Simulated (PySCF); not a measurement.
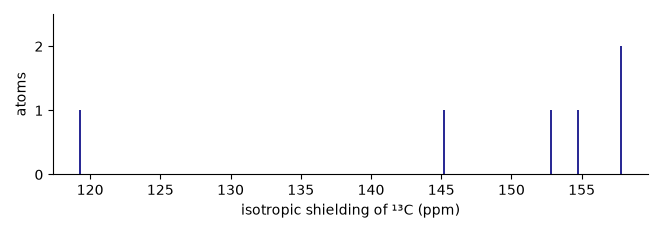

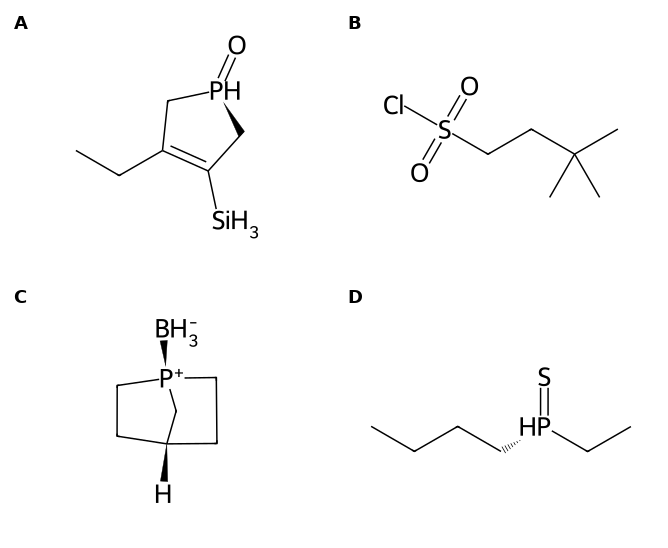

The sticks are computed shieldings of one of the molecules, for one fixed geometry (GFN2-xTB) without averaging over rotations. Low shielding means a high chemical shift. Method: GIAO PBE0/pcSseg-1 NMR shielding, non-relativistic, gas phase (PySCF 2.14.0).

**Match the spectrum to a structure.**

B, `CC(C)(C)CCS(=O)(=O)Cl`. Its 6 C atoms give lines at 119.3, 145.2, 152.8, 154.8, 157.8 (2 atoms) ppm.

The geometry is semi-empirical. Around B, P, Si such bond lengths and angles can be off by a tenth of an ångström or more and by several degrees, and values that hang on the shape move with them.
